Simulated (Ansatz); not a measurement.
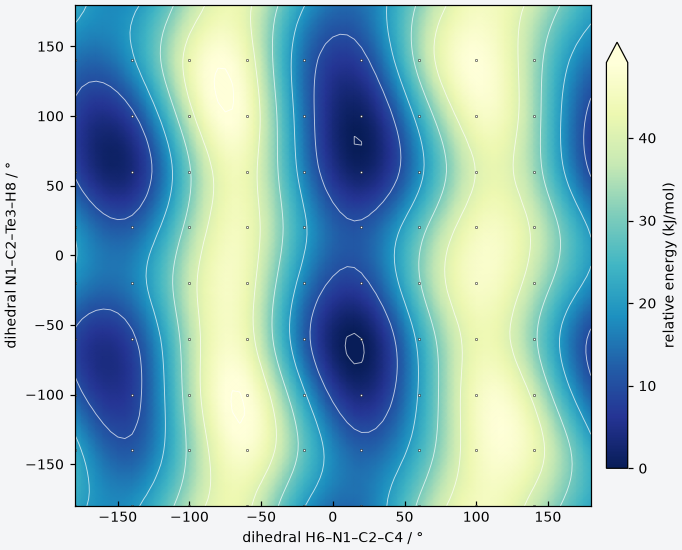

C2H4ClNTe, SMILES NC([TeH])=CCl. Coordinates scanned: (1) dihedral H6–N1–C2–C4; (2) dihedral N1–C2–Te3–H8. Nothing is relaxed (all other coordinates rigid). The scan uses a 9 × 9 grid. Points are written as (first, second). Energies are in kJ/mol, from the lowest grid point. Computed with RKS PBE0-D4/def2-SVP in Ansatz 0.2.0.

The picture shows a smooth colour map with a few white contour lines, dots at the grid points, one colour for all values above the top of the scale. Between grid points the surface is interpolated.

The lowest grid point is at (20°, −60°). Higher local minima lie near (20°, 100°) (1.2 kJ/mol above the lowest at that grid point); (−140°, 60°) (3.6 kJ/mol above the lowest at that grid point); (−140°, −100°) (7.4 kJ/mol above the lowest at that grid point). The highest grid point, (−60°, −100°), lies 49.1 kJ/mol above the lowest. On the interpolated surface the easiest way out of the lowest well to the well at about (20°, 80°) passes a barrier of about 12 kJ/mol, counted from the interpolated bottom of the well. Round the minimum the valley is somewhat tilted: raising dihedral H6–N1–C2–C4 shifts the best value of dihedral N1–C2–Te3–H8 downwards (coupling k₁₂/√(k₁₁k₂₂) about 0.2).

The system is changed to C2H4BrNTe, SMILES NC([TeH])=CBr; the new grid has 12 × 12 points, laid about the new relaxed structure.

### What will the new map look like?

The minimum (interpolated where it lies between grid points) moves from about (15°, −65°) to about (10°, −65°). The span from the lowest to the highest grid point stays at about 50 kJ/mol. The easiest pass out of the lowest well stays at about 12 kJ/mol.

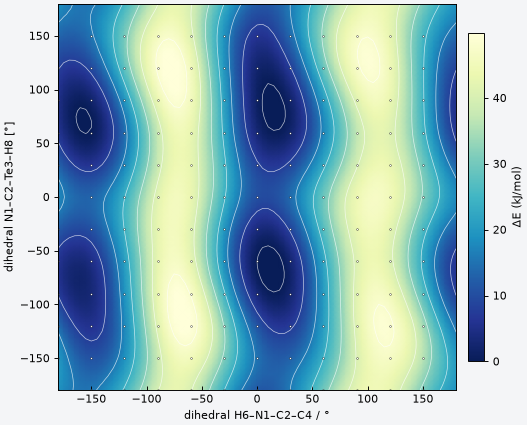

The map after the change, on a colour scale of its own. In the figure: a smooth colour map with a few white contour lines, dots at the grid points. Between grid points the surface is interpolated.
